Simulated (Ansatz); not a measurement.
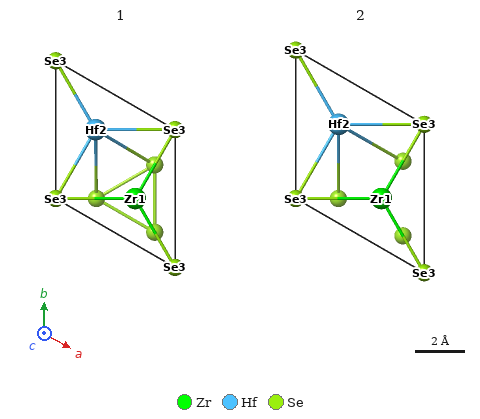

Two geometries of a crystal of HfZrSe4 (a generated structure, set up in P-6m2) (coarse preliminary run), drawn at one scale. One is the start of a relaxation, the other its converged end. Style: ball-and-stick. Shown: the cell of the calculation, along the c axis.

These are results of DFT PBE, scalar-relativistic, plane waves, PAW in Ansatz, not measurements. Set-up: plane-wave cutoff 420 eV; k-point mesh 3 × 3 × 4; occupations gaussian; smearing width 0.1 eV; no spin polarisation; cell and atoms relaxed; force threshold 0.04 eV/Å; at most 70 steps.

Q: Which one is relaxed?

A: Structure 1 is the relaxed one. Over 4 accepted moves (5 points after the start) the energy falls by 0.877 eV per cell of the calculation. Largest force component: 0.89 eV/Å at the start, 0.0066 eV/Å at the end. The pressure goes from −8.40 to −0.04 GPa. The SCF was repeated once at an unchanged geometry on a basis and grid sized afresh for the cell, which shifted the energy by 2.0 meV per cell of the calculation at most. The largest moves relative to the cell, 0.045 Å, are those of Se atoms. Hf and Zr stay in place. The drawn cell changes as follows: a = b 6.063 → 5.629 Å (−7.2 %), c 4.913 → 4.872 Å (−0.8 %); the volume changes by −14.5 %. Among the contacts that change: Se–Se 3.047 → 2.752 Å, Hf–Zr 3.500 → 3.250 Å, Hf–Se 3.500 → 3.250 Å, Se–Zr 3.500 → 3.250 Å. Bond angles that change, for instance: Zr–Se–Zr 108.8° → 113.8°. The space group stays P-6m2 (No. 187). Cost: 95 s on 1 thread of Intel(R) Xeon(R) Processor @ 2.50GHz (Skylake/Cascade Lake), with other jobs on the host, peak memory 0.49 GiB.
